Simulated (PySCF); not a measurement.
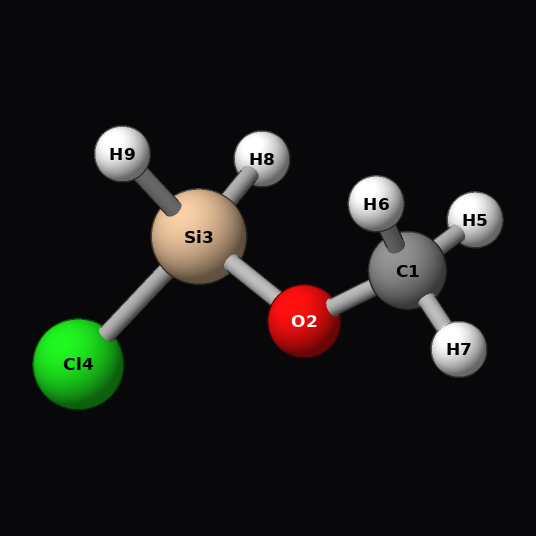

The questions are on isotropic NMR shieldings of the H atoms. The computed structure is the end point of a PBE0-D3(BJ)/def2-SVP optimisation. No frequency run is at hand to confirm it as a minimum. Level of theory: GIAO ωB97X-D/pcSseg-2 NMR shielding, non-relativistic, gas phase (PySCF 2.14.0).

List the isotropic NMR shieldings of the H atoms.

```csv
atom,σ (ppm)
H5,27.83
H6,27.85
H7,27.60
H8,26.05
H9,26.04
```
